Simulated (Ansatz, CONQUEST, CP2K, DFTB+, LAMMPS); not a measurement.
**DFTB+ on liquid (K,Li)(F,Br) at 1400 K (98 atoms): settings against a plane-wave reference**

How near does DFTB+ come to plane waves for liquid (K,Li)(F,Br) at 1400 K (98 atoms)?

Program: DFTB+ 25.1. Level of theory: the method is named at each step. Results are calculated unless marked as measured.

## 1. The starting structure

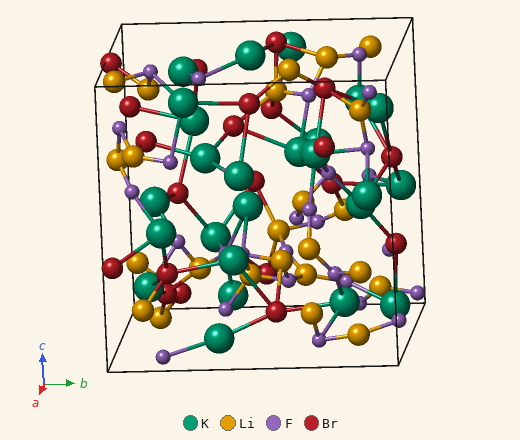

The starting structure, seen slightly off an axis (potassium teal, lithium orange, fluorine purple, bromine red). Bonds to atoms that aren't drawn are left out. Some periodic images of atoms are drawn too.

The cell holds 98 atoms: 25 K, 24 Li, 28 F and 21 Br. Cell: a = 14.398 Å, b = 14.398 Å, c = 14.398 Å, α = 90.0°, β = 90.0°, γ = 90.0°. 98 atoms (25 K, 24 Li, 28 F, 21 Br) placed at random at 1.87 g/cm³, melted at 1800 K for 10 ps at fixed volume with the Lennard-Jones and Coulomb ion parameters for SPC/E (Joung and Cheatham, J. Phys. Chem. B 112, 9020 (2008)), full charges. Snapshot at the end of a hold of 20 ps at 1400 K and fixed volume.

The yardstick, on the same geometry:

```
method                                           : Kohn-Sham DFT, PBE, PAW, plane waves (Ansatz 0.2.0); cutoff 420 eV, Γ point, fermi-dirac smearing of 0.05 eV; PAW set soft_2
r.m.s. force component                           : 0.3973 eV/Å
longest force                                    : 1.566 eV/Å
pressure                                         : -1.967 GPa
gap (highest filled to lowest empty level) : 3.088 eV
SCF cycles                                       : 10
time                                             : 21 s on 4 threads of Intel Xeon 6975P-C (Granite Rapids), shared host
CPU time                                         : 79 s
```

## 2. GFN1-xTB

Method: GFN1-xTB tight binding, diagonalisation.

dftb_in.hsd

```
Geometry = GenFormat {
  <<< geo.gen
}
Driver = {}
Hamiltonian = xTB {
  Method = "GFN1-xTB"
  SccTolerance = 1e-06
  MaxSccIterations = 300
  Mixer = Broyden { MixingParameter = 0.2 }
  Filling = Fermi { Temperature [K] = 580 }
  KPointsAndWeights = { 0.0 0.0 0.0 1.0 }
}
Analysis {
  PrintForces = Yes
  MullikenAnalysis = Yes
}
ParserOptions { ParserVersion = 14 }
```

geo.gen

```
98 F
K Li F Br
1 1 0.78919 0.72602 0.70302
2 1 0.89743 0.19498 0.45982
3 1 0.63586 0.33120 0.66263
4 1 0.37131 0.93421 0.07642
5 1 0.44936 0.24983 0.92681
6 1 0.52969 0.92375 0.80158
7 1 0.92793 0.91118 0.58281
8 1 0.58129 0.11235 0.20362
9 1 0.92510 0.29321 0.92101
10 1 0.43976 0.63574 0.63469
11 1 0.08472 0.66362 0.58662
12 1 0.76547 0.42627 0.33120
13 1 0.41268 0.12792 0.46552
14 1 0.23740 0.36554 0.09392
15 1 0.54564 0.84938 0.47039
16 1 0.13794 0.30455 0.27749
17 1 0.06541 0.58533 0.92140
18 1 0.71195 0.79591 0.16532
19 1 0.51910 0.49008 0.99310
20 1 0.17073 0.95238 0.45199
21 1 0.23746 0.82930 0.76868
22 1 0.94507 0.47625 0.66467
23 1 0.72677 0.36099 0.05055
24 1 0.37608 0.44401 0.43488
25 1 0.13190 0.24733 0.68498
26 2 0.14792 0.86308 0.09222
27 2 0.80977 0.88810 0.85582
28 2 0.32953 0.55372 0.82606
29 2 0.68448 0.66691 0.51290
30 2 0.90774 0.85895 0.09200
31 2 0.73515 0.04055 0.68521
32 2 0.91040 0.11209 0.73440
33 2 0.34905 0.73517 0.94364
34 2 0.89316 0.70037 0.39229
35 2 0.93479 0.87734 0.31622
36 2 0.43477 0.27560 0.23476
37 2 0.01593 0.01962 0.16734
38 2 0.66528 0.14953 0.91474
39 2 0.44870 0.45047 0.20965
40 2 0.95511 0.70658 0.18024
41 2 0.78060 0.64745 0.99688
42 2 0.84687 0.11548 0.18016
43 2 0.31924 0.62653 0.17822
44 2 0.03326 0.85435 0.90878
45 2 0.54725 0.56891 0.27797
46 2 0.86716 0.05357 0.98759
47 2 0.08685 0.51616 0.28355
48 2 0.18648 0.10768 0.00998
49 2 0.10080 0.74909 0.35453
50 3 0.54536 0.43545 0.30383
51 3 0.77906 0.17079 0.00094
52 3 0.01873 0.64380 0.29682
53 3 0.76474 0.90397 0.71203
54 3 0.61970 0.75077 0.59684
55 3 0.80396 0.05881 0.81090
56 3 0.83852 0.70251 0.51855
[... 42 atom lines left out ...]
0.0 0.0 0.0
14.39790 0.00000 0.00000
0.00000 14.39790 0.00000
0.00000 0.00000 14.39790
```

Command:

```
$ OMP_NUM_THREADS=1 dftb+ > output.txt
```

Log:

```text
Reading input file 'dftb_in.hsd'
Parser version: 14
--------------------------------------------------------------------------------
Processed input in HSD format written to 'dftb_pin.hsd'
Starting initialization...
--------------------------------------------------------------------------------
WARNING!
-> Dipole printed for extended system : value printed is not well defined
Mode:                        Static calculation
Self consistent charges:     Yes
SCC-tolerance:                 0.100000E-05
Max. scc iterations:                    300
Shell resolved Hubbard:      Yes
Spin polarisation:           No
Nr. of up electrons:           196.000000
Nr. of down electrons:         196.000000
Periodic boundaries:         Yes
Electronic solver:           Relatively robust
Mixer:                       Broyden mixer
Mixing parameter:                  0.200000
Nr. of chrg. vec. in memory:            300
Max. SCC-cycles:                        300
tblite library version:      0.3.0
-> parametrization:          GFN1-xTB
-> repulsion:                Yes
-> dispersion:               Yes
-> halogen bonding:          Yes
-> electrostatics:           Yes
   -> isotropic:             Yes
   -> anisotropic:           No
   -> third-order:           Yes
Electronic temperature:              0.183675E-02 H      0.499806E-01 eV
Initial charges:             Set automatically (system chrg:   0.000E+00)
Included shells:             K:  s, p
                            Li:  s, p
                             F:  s, p
                            Br:  s, p, d
K-points and weights:           1:  0.000000  0.000000  0.000000     1.000000
K-points in absolute space:     1:  0.000000  0.000000  0.000000
Extra options:
                             Mulliken analysis
                             Force calculation
Force type                   original
--------------------------------------------------------------------------------
***  Geometry step: 0
 iSCC Total electronic   Diff electronic      SCC error
    1   -0.24652035E+03    0.00000000E+00    0.10806680E+01
    2   -0.24709248E+03   -0.24652035E+03    0.86009922E+00
    3   -0.24596178E+03   -0.57213391E+00    0.14250115E+01
    4   -0.24627194E+03    0.11306959E+01    0.18983673E+01
    5   -0.24706416E+03   -0.31015810E+00    0.68303396E+00
    6   -0.24652264E+03   -0.79222180E+00    0.18751039E+01
    7   -0.24644424E+03    0.54151924E+00    0.19038662E+01
    8   -0.24764521E+03    0.78399911E-01    0.41956768E+00
    9   -0.24766317E+03   -0.12009670E+01    0.40340879E+00
   10   -0.24767226E+03   -0.17959179E-01    0.32814571E+00
   11   -0.24733941E+03   -0.90868084E-02    0.10768044E+01
   12   -0.24756852E+03    0.33284521E+00    0.60993605E+00
   13   -0.24768399E+03   -0.22910833E+00    0.23288316E+00
   14   -0.24768656E+03   -0.11546427E+00    0.19041941E+00
   15   -0.24768868E+03   -0.25775262E-02    0.12852243E+00
   16   -0.24769022E+03   -0.21210917E-02    0.30716292E-01
   17   -0.24768750E+03   -0.15397163E-02    0.95877640E-01
   18   -0.24769042E+03    0.27191282E-02    0.14160449E-01
   19   -0.24769045E+03   -0.29107134E-02    0.10521822E-01
>> Charges saved for restart in charges.bin
   20   -0.24769041E+03   -0.29944743E-04    0.44181255E-02
   21   -0.24769032E+03    0.35524107E-04    0.89860128E-02
   22   -0.24769045E+03    0.87137764E-04    0.32864907E-02
   23   -0.24769041E+03   -0.12349064E-03    0.25326981E-02
   24   -0.24769042E+03    0.32029407E-04    0.17441852E-02
[...]
32   -0.24769042E+03    0.45915371E-06    0.12219730E-03
   33   -0.24769042E+03    0.24214603E-06    0.87219825E-04
   34   -0.24769042E+03    0.14889440E-06    0.61290629E-04
   35   -0.24769042E+03    0.24577344E-06    0.39476449E-04
   36   -0.24769042E+03    0.18328961E-07    0.20044181E-04
   37   -0.24769042E+03    0.10481708E-06    0.74730806E-05
   38   -0.24769042E+03    0.97347453E-07    0.26481384E-05
>> Charges saved for restart in charges.bin
   39   -0.24769042E+03    0.27125054E-07    0.88414742E-06
Total Energy:                     -247.8291411004 H        -6743.7740 eV
Extrapolated to 0K:               -247.8300552002 H        -6743.7989 eV
Total Mermin free energy:         -247.8309693000 H        -6743.8238 eV
Force related energy:             -247.8309693000 H        -6743.8238 eV
Volume:                              0.201416E+05 au^3   0.298468E+04 A^3
Pressure:                           -0.848315E-04 au    -0.249583E+10 Pa
```

detailed.out:

```text
Fermi distribution function
Calculation with static geometry
********************************************************************************
 iSCC Total electronic   Diff electronic      SCC error
   39   -0.24769042E+03    0.27125054E-07    0.88414742E-06
********************************************************************************
 Total charge:     0.00000000
 Atomic gross charges (e)
 Atom           Charge
    1       0.40822544
    2       0.42756342
    3       0.28767235
    4       0.31445039
    5       0.46090241
    6       0.30677045
    7       0.51651411
    8       0.05746196
    9       0.30798655
   10       0.40406702
   11       0.37399305
   12       0.45207282
[...]
94      -0.21034067
   95      -0.23981464
   96      -0.28527801
   97      -0.19203241
   98      -0.21888872
Fermi level:                        -0.3978254965 H          -10.8254 eV
Band energy:                      -198.2537867466 H        -5394.7600 eV
TS:                                  0.0018281996 H            0.0497 eV
Band free energy (E-TS):          -198.2556149462 H        -5394.8098 eV
Extrapolated E(0K):               -198.2547008464 H        -5394.7849 eV
Input / Output electrons (q):    392.0000000000    392.0000000000
Energy H0:                        -249.3841825588 H        -6786.0889 eV
Energy SCC:                          1.6937623262 H           46.0896 eV
Total Electronic energy:          -247.6904202326 H        -6739.9993 eV
Repulsive energy:                    0.1403700364 H            3.8197 eV
Halogen correction energy:           0.0000000000 H            0.0000 eV
Total energy:                     -247.8291411004 H        -6743.7740 eV
Extrapolated to 0:                -247.8300552002 H        -6743.7989 eV
Total Mermin free energy:         -247.8309693000 H        -6743.8238 eV
Force related energy:             -247.8309693000 H        -6743.8238 eV
Non-constrained calculation
SCC converged
Total Forces
    1     -0.000880298754     -0.002202921996     -0.008812768205
    2     -0.000499568486     -0.007434353644      0.000581138735
    3     -0.001157018844     -0.002927037104      0.010801836670
    4     -0.005687260774     -0.007563747782      0.011696880103
    5      0.001020388306      0.009502678496     -0.003081488421
    6      0.004091493505      0.004283259487      0.004782877677
    7     -0.008177734954      0.004035783353      0.004067421989
    8     -0.008820373606      0.024197022079     -0.000582789653
    9     -0.000449513984     -0.003664358899     -0.010048900373
   10      0.003127875565     -0.003373016137     -0.003685673396
   11     -0.013985407541      0.003870935087     -0.008733435591
[...]
94     -0.004672336734      0.008085015637     -0.004193701805
   95      0.000492265040      0.000621858825     -0.002518647515
   96      0.003944047511     -0.001981051766      0.007141460530
   97      0.002561199165     -0.004074159494      0.009676001896
   98     -0.003395300591      0.004185236740      0.004825303323
Total stress tensor
     -0.000092115955     -0.000003921040     -0.000008607758
     -0.000003921040     -0.000079802345     -0.000001320631
     -0.000008607758     -0.000001320631     -0.000082576128
Total lattice derivs
      0.068191592757      0.002902667128      0.006372150354
      0.002902667128      0.059076074454      0.000977636611
      0.006372150354      0.000977636611      0.061129450656
Maximal derivative component:        0.328870E-01 au
Volume:                              0.201416E+05 au^3
Pressure:                           -0.848315E-04 au    -0.249583E+10 Pa
Warning: dipole moment is not defined absolutely!
Dipole moment:   20.70048042  -12.28410483   22.73354973 au
Dipole moment:   52.61537727  -31.22308261   57.78292444 Debye
```

Elapsed: 10 s, on 1 thread of Intel Xeon 6975P-C (Granite Rapids), shared host; peak memory 0.33 GiB.

Banners, paths, timers and routine set-up lines are dropped from the logs unmarked, and long logs keep their key lines alone; longer cuts are marked.

Numbers from this run, and their distance from the reference:

```
r.m.s. force component                  : 0.3599 eV/Å
r.m.s. difference of force components   : 327.1 meV/Å
longest difference of force vectors     : 1620 meV/Å
force difference over r.m.s. force      : 82.33 %
slope of forces against the reference's : 0.5714
correlation of force components         : 0.6307
pressure                                : -2.496 GPa
pressure difference                     : -0.5286 GPa
```

Length of the force difference by element (eV/Å):

```csv
element,atoms,mean,most
Br,21,0.24,0.52
F,28,0.47,1.1
K,25,0.66,1.6
Li,24,0.49,1.3
```

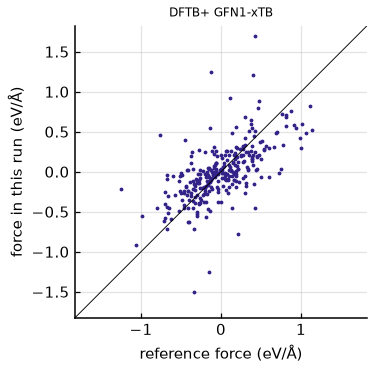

Force components against those of the reference; the line marks equality.

The surroundings of K14, which bears the longest force, nearest first, numbered as they follow in the input and with coordinates relative to it.

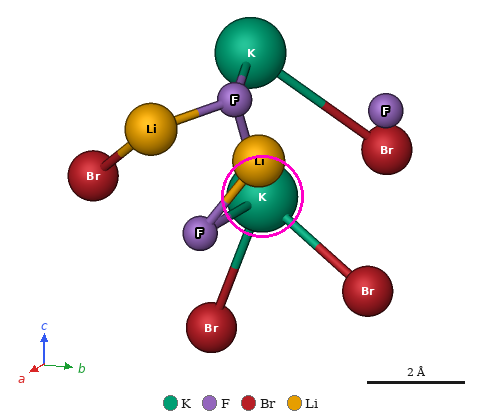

The atoms of the table, within 3.7 Å (arrows a, b, c point along x, y, z); some may hide others; the central atom is ringed.

```csv
atom,x,y,z,distance (Å),Mulliken charge (e),Fx,Fy,Fz (eV/Å)
K14,0.00,0.00,0.00,0.00,0.46,1.21,0.69,-1.50
F65,1.08,-0.16,2.34,2.59,-0.60,0.34,-0.06,-0.10
F59,3.09,-0.08,-0.02,3.09,-0.63,-0.11,0.25,0.71
K16,-1.43,-0.88,2.64,3.13,0.42,-0.78,-0.55,1.69
Br82,0.96,2.79,-1.49,3.31,-0.17,-0.07,0.26,0.26
Br92,-0.44,-1.34,-3.07,3.38,-0.27,-0.05,-0.13,0.49
F75,-0.26,2.68,2.08,3.40,-0.58,-0.38,-0.07,-0.13
Br91,1.60,-3.14,0.51,3.56,-0.22,-0.02,0.21,0.02
Br96,-3.37,1.37,0.31,3.65,-0.29,0.20,-0.10,0.37
Li39,3.04,1.22,1.67,3.68,0.63,-0.13,-0.14,-0.05
Li36,2.84,-1.29,2.03,3.72,0.54,-0.41,-0.15,0.44
```

Forces lie 82 % from the reference's, at 0.13 times its CPU time (on 1 against 4 cores).

## 3. IPEA1-xTB

Method: IPEA1-xTB tight binding, diagonalisation.

Changes to dftb_in.hsd since step 2:

```diff
@@ -5,3 +5,3 @@
 Hamiltonian = xTB {
-  Method = "GFN1-xTB"
+  Method = "IPEA1-xTB"
   SccTolerance = 1e-06
```

geo.gen is that of step 2.

Command:

```
$ OMP_NUM_THREADS=1 dftb+ > output.txt
```

Log:

```text
Reading input file 'dftb_in.hsd'
Parser version: 14
--------------------------------------------------------------------------------
Processed input in HSD format written to 'dftb_pin.hsd'
[... lines left out ...]
WARNING!
[... lines left out ...]
 iSCC Total electronic   Diff electronic      SCC error
[... lines left out ...]
>> Charges saved for restart in charges.bin
[...]
299   -0.25770454E+03    0.93989935E-04    0.12038574E+00
>> Charges saved for restart in charges.bin
  300   -0.25770533E+03   -0.35464131E-03    0.11813009E+00
ERROR!
-> SCC is NOT converged, maximal SCC iterations exceeded
Note: The following floating-point exceptions are signalling: IEEE_INVALID_FLAG IEEE_DIVIDE_BY_ZERO IEEE_OVERFLOW_FLAG IEEE_UNDERFLOW_FLAG IEEE_DENORMAL
ERROR STOP
```

detailed.out:

```text
Fermi distribution function
Calculation with static geometry
********************************************************************************
 iSCC Total electronic   Diff electronic      SCC error
[... lines left out ...]
Fermi level:                        -0.4347899338 H          -11.8312 eV
[... lines left out ...]
Band free energy (E-TS):          -232.7017493809 H        -6332.1368 eV
[... lines left out ...]
Total Electronic energy:          -257.7053287411 H        -7012.5188 eV
Repulsive energy:                    0.1673279953 H            4.5532 eV
Halogen correction energy:           0.0000000000 H            0.0000 eV
Total energy:                     -257.8170916501 H        -7015.5600 eV
Extrapolated to 0:                -257.8211589459 H        -7015.6707 eV
Total Mermin free energy:         -257.8252262417 H        -7015.7814 eV
Force related energy:             -257.8252262417 H        -7015.7814 eV
```

Elapsed: 57 s, on 1 thread; peak memory 0.35 GiB.

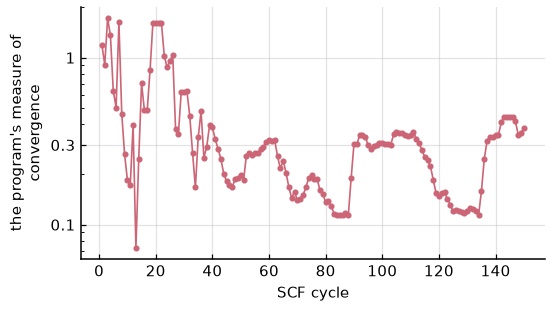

Convergence by cycle in this run.

The run stopped without converging, so its numbers are no property of the system.

## 4. Summary of results

| Item | Value |
| --- | --- |
| force difference from the reference | DFTB+ GFN1-xTB, 82 % |
| its CPU time | 10 s |

**Reading.** Tight binding differs by 82 % (DFTB+ GFN1-xTB); it is another model, with fitted parameters of its own, and the xTB methods hold dispersion. One electronic-structure run takes under half the reference's CPU time: DFTB+ GFN1-xTB, at 82 % in 10 s against 79 s, too far off to be of use. Periodic xTB results under one method name differ between programs and library versions (DFTB+ here holds tblite 0.3). The frame stands for 1400 K, but pressures are static and levels are smeared at 580 K. The network of bonds at the start is that of the classical potential that made the cell, and needn't be the one that DFT or experiment would give. The ion parameters were fitted for water, not for melts, so the starting structure of this cell may lie well off the real melt's. The electronic-structure runs sample only Γ, in a cell whose shortest periodic width is 14 Å.

[Also dropped from logs without a mark: logging warnings of Python, and SIESTA's first energy breakdown and zero terms.]

[Logs are printed without paths, hosts, clocks, repeated set-up lines and the standing remarks that a program may print on its own settings, such as how far it seeks lower states.]

[Hosts, paths, dates, database ids (printed as entryN), source tags and the programs' standing remarks are cut or masked in the printed files.]
